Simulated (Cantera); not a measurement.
Charge: 1 mol Si, 6.4 mol CO, 2.5 mol H2, at 700 Pa.

Method: chemical equilibrium by Gibbs-energy minimisation in Cantera with the NASA 1993 tables (ideal gas, pure condensed phases). Candidate condensed phases: C, C6H6, C7H8, C8H18, H2O, Si, SiC, SiO2; 123 gas species. Mutual solubility and eutectic melting of coexisting phases are not modelled. The tables hold silica as quartz up to 1696 K and as liquid above; real silica turns to tridymite and cristobalite and melts near 1996 K. Rates play no part.

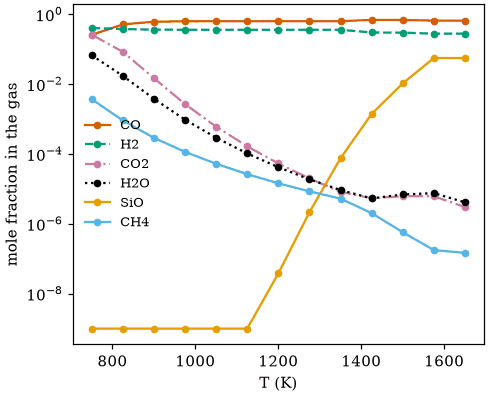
Fig. 1. Equilibrium gas composition (values under 1e-9 drawn at 1e-9)

From 750 K to 825 K the condensed part is C(graphite) + SiO2(α-quartz). From 900 K to 1350 K the condensed part is C(graphite) + SiO2(β-quartz). From 1425 K to 1500 K the condensed part is SiC(s) + SiO2(β-quartz). From 1575 K to 1650 K the condensed part is SiC(s).
